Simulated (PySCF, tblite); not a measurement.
# C3H10O3Si: dynamics, then NMR shifts on frames, part 2 of 2

tblite 0.8.0 and PySCF 2.14.0. Atoms count from 0.

## 6. NMR shieldings: 800 fs, PBE0/pcSseg-1

What the job is given:

```
{"job": {"kind": "nmr", "xc": "PBE0", "basis": "pcSseg-1", "pop": false}, "charge": 0, "multiplicity": 1}
C     -2.069100     2.058500     0.457500
C     -1.508300     0.673700     0.140700
C     -2.444200    -0.496100     0.260300
O     -0.438100     0.452900     1.028900
Si     1.075400     0.003500     0.719500
O      1.734100    -0.262200     2.159000
O      1.342400    -1.379800    -0.056500
H     -2.541100     2.145500     1.420100
H     -1.224500     2.730000     0.581000
H     -2.707200     2.489500    -0.343400
H     -1.208800     0.674500    -0.856800
H     -2.230900    -1.453400    -0.364600
H     -3.460200    -0.191900    -0.083900
H     -2.525300    -0.807000     1.291700
H      1.831500     0.934700    -0.025500
H      1.213300     0.030100     2.867300
H      1.480000    -2.224300     0.328000
```

Method: GIAO PBE0/pcSseg-1 NMR shielding, non-relativistic, gas phase.

Output:

```text
coarse grid: 14344 points
cycle   1  E = -634.7673521294  dE =  1.013e+00  |g| = 1.132e+00  |ddm| = 3.565e+00
cycle   2  E = -634.5698530812  dE =  1.975e-01  |g| = 1.547e+00  |ddm| = 1.849e+00
cycle   3  E = -634.9904282442  dE = -4.206e-01  |g| = 8.430e-02  |ddm| = 1.195e+00
cycle   4  E = -634.9914919871  dE = -1.064e-03  |g| = 4.386e-02  |ddm| = 8.243e-02
cycle   5  E = -634.9918636049  dE = -3.716e-04  |g| = 1.204e-02  |ddm| = 3.532e-02
cycle   6  E = -634.9918859112  dE = -2.231e-05  |g| = 3.650e-03  |ddm| = 9.527e-03
cycle   7  E = -634.9918885563  dE = -2.645e-06  |g| = 4.891e-04  |ddm| = 2.811e-03
final grid: 132896 points
cycle   8  E = -635.0628641290  dE = -2.955e-05  |g| = 1.134e-02  |ddm| = 2.250e-02
cycle   9  E = -635.0628445110  dE =  1.962e-05  |g| = 1.544e-02  |ddm| = 1.644e-02
cycle  10  E = -635.0628881911  dE = -4.368e-05  |g| = 9.478e-04  |ddm| = 9.715e-03
cycle  11  E = -635.0628883643  dE = -1.733e-07  |g| = 2.377e-04  |ddm| = 8.961e-04
cycle  12  E = -635.0628883739  dE = -9.576e-09  |g| = 8.589e-05  |ddm| = 2.173e-04
cycle  13  E = -635.0628883752  dE = -1.274e-09  |g| = 1.968e-05  |ddm| = 6.437e-05
cycle  14  E = -635.0628883753  dE = -8.049e-11  |g| = 3.741e-06  |ddm| = 1.823e-05
converged SCF energy = -635.0628883753

GIAO shielding tensors (ppm)
atom      isotropic    diamagn.    paramagn.     s11        s22        s33       span
  0 C      160.694     246.792     -86.098    133.003    157.676    191.402     58.399
  1 C      127.481     240.833    -113.352     94.036    117.588    170.820     76.783
  2 C      157.745     244.269     -86.525    142.495    145.544    185.195     42.699
  3 O      233.612     401.812    -168.201    175.376    246.855    278.604    103.228
  4 Si     410.484     882.184    -471.701    399.612    405.700    426.138     26.526
  5 O      292.528     388.596     -96.067    266.396    277.359    333.831     67.435
  6 O      281.274     391.215    -109.941    248.752    263.048    332.024     83.272
  7 H       30.528      29.272       1.256     27.698     28.410     35.478      7.779
  8 H       30.558      30.748      -0.190     26.188     29.692     35.793      9.605
  9 H       30.103      27.785       2.318     26.031     26.955     37.324     11.293
 10 H       28.439      34.342      -5.903     26.322     28.065     30.930      4.608
 11 H       28.343      28.603      -0.260     24.551     26.522     33.955      9.405
 12 H       29.956      27.441       2.516     25.088     28.307     36.473     11.385
 13 H       30.372      29.830       0.543     27.380     28.752     34.984      7.604
 14 H       27.873      32.156      -4.283     23.901     25.482     34.234     10.334
 15 H       31.295      34.278      -2.983     22.455     27.263     44.168     21.713
 16 H       29.798      33.123      -3.325     22.444     23.133     43.816     21.372
```

Run time: 21 s. Hardware: 1 thread of Intel Xeon Platinum 8488C, shared host; peak memory 0.81 GiB.

This run: δ C1 59.4, C2 29.2, C0 26.2, O3 102.5, H14 3.84, H11 3.37 ppm.

## 7. Shielding tensors: 1000 fs, PBE0/pcSseg-1

What the job is given:

```
{"job": {"kind": "nmr", "xc": "PBE0", "basis": "pcSseg-1", "pop": false}, "charge": 0, "multiplicity": 1}
C     -2.269600     2.532200     0.957200
C     -1.665000     1.372700     0.149900
C     -2.559000     0.154200    -0.180900
O     -0.590300     0.926800     0.992900
Si     0.807700     0.042800     0.770900
O      1.436800    -0.422500     2.249100
O      0.496000    -1.391900     0.117600
H     -2.342500     2.148300     2.018000
H     -1.606200     3.348400     1.014700
H     -3.252000     2.750800     0.539600
H     -1.295900     1.666600    -0.843900
H     -2.134100    -0.349900    -1.057100
H     -3.648200     0.424900    -0.335000
H     -2.528200    -0.510100     0.721300
H      1.873200     0.849700     0.111600
H      1.370500     0.287400     2.935400
H      1.059600    -2.142400     0.250200
```

Method: GIAO PBE0/pcSseg-1 NMR shielding, non-relativistic, gas phase.

Output:

```text
coarse grid: 14344 points
cycle   1  E = -634.7618477137  dE =  7.055e-01  |g| = 1.139e+00  |ddm| = 3.506e+00
cycle   2  E = -634.4886311469  dE =  2.732e-01  |g| = 1.670e+00  |ddm| = 1.980e+00
cycle   3  E = -634.9921964942  dE = -5.036e-01  |g| = 1.088e-01  |ddm| = 1.345e+00
cycle   4  E = -634.9939336322  dE = -1.737e-03  |g| = 5.931e-02  |ddm| = 1.082e-01
cycle   5  E = -634.9945768807  dE = -6.432e-04  |g| = 1.511e-02  |ddm| = 4.668e-02
cycle   6  E = -634.9946148434  dE = -3.796e-05  |g| = 4.226e-03  |ddm| = 1.224e-02
cycle   7  E = -634.9946185386  dE = -3.695e-06  |g| = 6.494e-04  |ddm| = 3.121e-03
final grid: 132896 points
cycle   8  E = -635.0652752217  dE = -2.601e-05  |g| = 1.115e-02  |ddm| = 2.090e-02
cycle   9  E = -635.0652530515  dE =  2.217e-05  |g| = 1.576e-02  |ddm| = 1.638e-02
cycle  10  E = -635.0652982571  dE = -4.521e-05  |g| = 1.185e-03  |ddm| = 1.004e-02
cycle  11  E = -635.0652985424  dE = -2.853e-07  |g| = 2.318e-04  |ddm| = 1.084e-03
cycle  12  E = -635.0652985509  dE = -8.418e-09  |g| = 1.088e-04  |ddm| = 2.255e-04
cycle  13  E = -635.0652985529  dE = -2.074e-09  |g| = 2.233e-05  |ddm| = 7.835e-05
cycle  14  E = -635.0652985530  dE = -9.459e-11  |g| = 6.015e-06  |ddm| = 2.065e-05
converged SCF energy = -635.0652985530

GIAO shielding tensors (ppm)
atom      isotropic    diamagn.    paramagn.     s11        s22        s33       span
  0 C      156.358     249.067     -92.709    133.449    148.787    186.840     53.391
  1 C      113.290     242.960    -129.670     80.030    102.455    157.385     77.355
  2 C      151.183     249.983     -98.800    123.856    149.215    180.479     56.623
  3 O      212.737     403.200    -190.463    176.665    209.174    252.373     75.708
  4 Si     406.489     881.301    -474.812    392.291    406.390    420.787     28.495
  5 O      261.241     390.463    -129.222    239.700    248.948    295.076     55.376
  6 O      283.664     392.222    -108.558    262.805    268.639    319.548     56.743
  7 H       29.275      28.732       0.543     26.298     28.550     32.976      6.678
  8 H       30.556      30.451       0.105     27.023     28.595     36.049      9.027
  9 H       30.592      27.887       2.705     26.033     28.385     37.358     11.325
 10 H       26.925      32.506      -5.580     25.059     25.911     29.806      4.747
 11 H       29.113      31.831      -2.718     25.586     27.985     33.768      8.182
 12 H       29.249      28.441       0.808     25.050     27.325     35.372     10.323
 13 H       29.112      30.787      -1.675     25.794     29.178     32.362      6.568
 14 H       26.376      30.929      -4.553     22.773     23.880     32.476      9.703
 15 H       29.259      30.212      -0.952     21.600     25.288     40.890     19.290
 16 H       29.423      32.464      -3.041     21.260     23.501     43.509     22.250
```

Wall time 19 s (1 thread of Intel Xeon Platinum 8488C, shared host); peak memory 0.81 GiB.

This run: δ C1 73.6, C2 35.7, C0 30.6, O3 123.3, H14 5.34, H10 4.79 ppm.

## 8. Side by side: NMR shifts

Shifts (ppm) of some atoms, chosen among heavy atoms and hydrogens apart, with basis size and wall time:

```csv
frame,C1,C0,H15,H7,O3,O6,O5,functions,time
250 fs,71.1,26.7,1.41,0.22,106.3,66.1,54.0,176,26 s
425 fs,65.0,22.5,1.72,-0.22,110.1,72.8,66.5,176,21 s
625 fs,71.0,34.9,2.63,0.85,94.6,65.8,79.6,176,22 s
800 fs,59.4,26.2,0.42,1.19,102.5,54.8,43.6,176,21 s
1000 fs,73.6,30.6,2.46,2.44,123.3,52.4,74.8,176,19 s
```

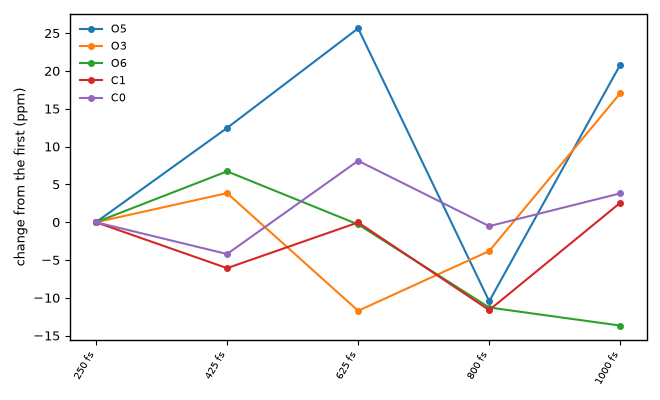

How five of the tabulated atoms move from run to run.

## 9. Results

What follows sums up all 2 parts.

```
                                       quantity                                                           value
                                     thermostat                                                           300 K
                  mean temperature, second half                                                           320 K
        mean potential energy above the minimum                                                         0.64 eV
 ¹³C shifts against TMS (PBE0/pcSseg-1, 250 fs)                                            71.1, 30.3, 26.7 ppm
  ¹H shifts against TMS (PBE0/pcSseg-1, 250 fs)  4.62, 4.36, 3.08, 2.15, 1.94, 1.70, 1.56, 1.41, 1.03, 0.22 ppm
 ¹⁷O shifts against H2O (PBE0/pcSseg-1, 250 fs)                                           106.3, 66.1, 54.0 ppm
²⁹Si shifts against TMS (PBE0/pcSseg-1, 250 fs)                                                       -54.8 ppm
          surface potential, least and greatest                                              -1.42 V and 2.15 V
                       range of the shift of O5                                                43.6 to 79.6 ppm
```

**Reading.** In the second half the potential energy averages 0.64 eV above the minimum; equipartition over 45 harmonic modes at 300 K would give 0.58 eV. With 17 atoms the temperature swings widely (152 to 436 K). Shifts at one fixed geometry are not the observed spectrum, which averages over the motion. In the first frame run (250 fs): The largest span, 88 ppm, is at O3, where the paramagnetic term is -173 ppm. Across the 5 runs the shift of O5 moves most, between 43.6 (800 fs) and 79.6 ppm (625 fs).
